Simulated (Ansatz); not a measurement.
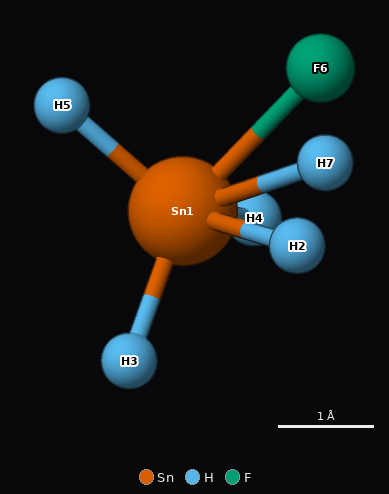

Figure 1. The structure as given in the input (ball-and-stick view, seen at a tilt; atoms are numbered from 1 in the order of the input). Sticks mark near contacts. Bond lengths as drawn: F–Sn 2.19 Å and H–Sn 1.70 to 2.10 Å.

## Frequency calculation of SnH5F

SnH5F, computed with RKS PBE0/def2-SVP (Ansatz 0.2.0).

It belongs to a series of runs on one base structure; here: vibrations at the highest image of the band. Figures and captions count atoms from 1; the log counts them from 0 in places.

Output:
```
Engine: ansatz 0.2.0, x86_64-unknown-linux-gnu
Functional definition: PBE0
  parameter a = 0.25
  parameter kappa = 0.804
  parameter beta = 0.06672455060314922
  exchange = (1 - a)*pbe_x(kappa = kappa, mu = beta*pi^2/3) + a*exact_x
  correlation = pbe_c(beta = beta)
780 factors; integrals over basis functions are off by at most 4.9e-4 eV
mean field evaluation 1: about -8620.9280 eV, gradient 3.1e1 eV
mean field evaluation 2: about -8616.5004 eV, gradient 6.1e1 eV
mean field evaluation 4: about -8622.5863 eV, gradient 1.1e0 eV
mean field evaluation 8: about -8622.6050 eV, gradient 7.1e-3 eV
mean field -8622.60495837 eV, -316.8748876087 hartree, gradient 3.1e-5 eV, S^2 0.000000; 0 other end points of the search recorded, 0 dependent functions left out
the calculation of the forces begins
reference -8622.60498649 eV, -316.8748886420 hartree; 18, 18 occupied and 47, 47 virtual orbitals, 780 factors
these checks for a lower state are left out or cut short: stability, starts, cluster_reference, orbital_swaps, neighbouring_geometries, increment
780 factors; integrals over basis functions are off by at most 4.9e-4 eV
mean field evaluation 16: about -8622.6048 eV, gradient 2.0e-1 eV
mean field -8622.60485832 eV, -316.8748839317 hartree, gradient 1.8e-6 eV, S^2 0.000000; 0 other end points of the search recorded, 0 dependent functions left out
[... from here on the field's lines of each further geometry are left out, up to the last ...]
the calculation of the forces begins
reference -8622.60498381 eV, -316.8748885433 hartree; 18, 18 occupied and 47, 47 virtual orbitals, 780 factors
these checks for a lower state are left out or cut short: stability, starts, cluster_reference, orbital_swaps, neighbouring_geometries, increment
780 factors; integrals over basis functions are off by at most 4.9e-4 eV
mean field -8622.60492914 eV, -316.8748865342 hartree, gradient 9.4e-7 eV, S^2 0.000000; 0 other end points of the search recorded, 0 dependent functions left out
the calculation of the forces begins
reference -8622.60495726 eV, -316.8748875676 hartree; 18, 18 occupied and 47, 47 virtual orbitals, 780 factors
WARN: phonons: modes at or below zero, which the zero-point energy, F, S and C_V leave out: 2, the lowest at -1096.57 cm⁻¹. A minimum has none, and a first-order saddle one
Total energy: -8622.60498649 eV, -316.8748886420 hartree
Atom 0 at    -0.209739     0.000000    -0.146239 Å, force    -0.013746    -0.000000     0.006322 eV/Å
Atom 1 at    -0.043073     0.000000     1.909864 Å, force     0.002870     0.000000     0.005810 eV/Å
Atom 2 at     1.509811     0.000000    -0.004535 Å, force    -0.006497    -0.000000     0.002318 eV/Å
Atom 3 at    -0.699075     1.462706    -0.869623 Å, force    -0.002993     0.000253    -0.000244 eV/Å
Atom 4 at    -0.699075    -1.462706    -0.869623 Å, force    -0.002993    -0.000253    -0.000244 eV/Å
Atom 5 at    -2.008850     0.000000     1.103166 Å, force     0.024133     0.000000    -0.021470 eV/Å
Atom 6 at    -0.991301     0.000000     1.806288 Å, force    -0.000774     0.000000     0.007508 eV/Å
Dipole moment:     0.338171     0.000000    -0.238815 e Å
Vibrations: -1096.57 -138.61 451.72 538.73 632.68 711.37 745.32 754.93 932.59 1186.43 1598.78 1894.96 1966.33 1986.40 2131.63 cm⁻¹, zero-point energy 0.962854 eV
```

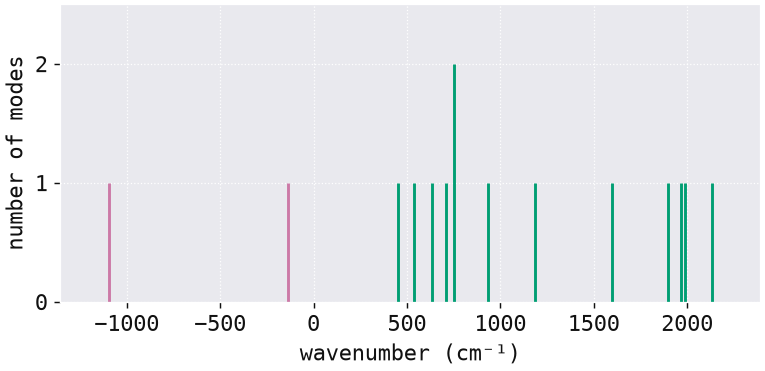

Figure 2. Harmonic vibrational wavenumbers from the force constants; neighbouring modes closer than 15 cm⁻¹ are counted in one stick, and imaginary ones are drawn at negative wavenumbers. 15 modes from 1097i to 2132 cm⁻¹, 2 imaginary beyond 8i (1097i, 139i cm⁻¹): not a minimum.

This output came from the following input.

Input file:
```yaml
crystal:
  periodic: [false, false, false]
  atoms:
    - { symbol: Sn, position_ang: [-0.209739, 0.0, -0.146239] }
    - { symbol: H, position_ang: [-0.043073, 0.0, 1.909864] }
    - { symbol: H, position_ang: [1.509811, 0.0, -0.004535] }
    - { symbol: H, position_ang: [-0.699075, 1.462706, -0.869623] }
    - { symbol: H, position_ang: [-0.699075, -1.462706, -0.869623] }
    - { symbol: F, position_ang: [-2.00885, 0.0, 1.103166] }
    - { symbol: H, position_ang: [-0.991301, 0.0, 1.806288] }
basis:
  gaussian: { orbitals: def2-SVP }
hamiltonian:
  xc: pbe0
phonons: {}
```

Launch command:
```bash
ansatz run input.yaml --threads 1 --pin off --max-ram 2048MiB --backend cpu --events-out ev --progress --plain --runs-dir out
```

Results in brief:

- outcome: converged
- total energy: −8622.6050 eV
- mean-field energy: −8622.6050 eV
- largest force (length of the vector): 0.032 eV/Å
- hardware: 1 thread of Intel Xeon @ 2.50GHz (Skylake/Cascade Lake), 32 GiB of memory available, shared host
- wall time: 86 s
- peak memory: 0.14 GiB
